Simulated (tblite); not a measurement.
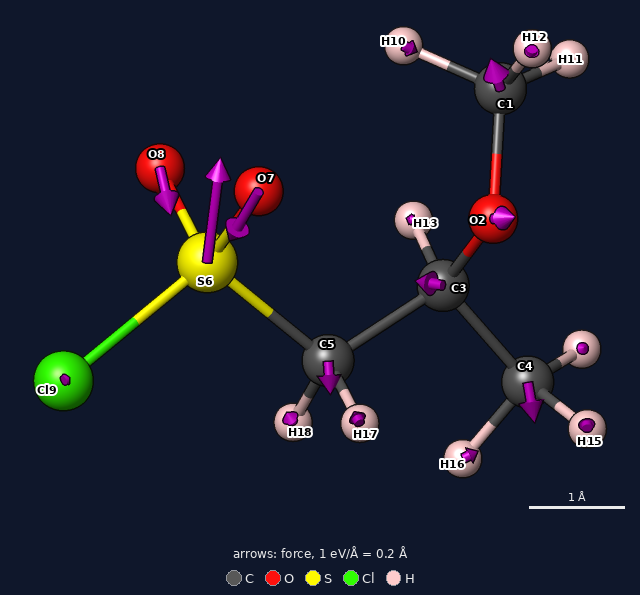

Starting geometry of C$_{4}$H$_{9}$ClO$_{3}$S with the computed forces as purple arrows. A ball-and-stick model, seen at a tilt.

Theory: tblite 0.8.0, GFN2-xTB geometry optimisation, gas phase. 

### What follows when this structure is relaxed?

It isn't relaxed: the largest force vector, on the S atom, is 5.92 eV/Å. The final displacements have little in common with the starting forces (cosine between the two patterns 0.16). The atom that moves furthest after the best rigid fit is an O atom (0.75 Å). By element the largest moves are O 0.75 Å, H 0.71 Å, Cl 0.50 Å, S 0.38 Å, C 0.25 Å. Some distances before and after: O–S 3.049 → 2.417 Å, O–S 1.524 → 1.421 Å, C–O 1.352 → 1.420 Å, O–S 1.490 → 1.426 Å. Among the angles between lasting bonds that change: C–C–S 113.2° → 99.8°, O–S–O 108.9° → 121.2°, C–S–Cl 106.8° → 97.0°. Groups turn about C–O by about 30°, C–C by about 25°, C–S by about 25°. Over 111 geometry steps the energy falls by 1.130 eV. Cost: 1.8 s on 1 thread of Intel(R) Xeon(R) Platinum 8259CL CPU @ 2.50GHz, with other jobs on the host.
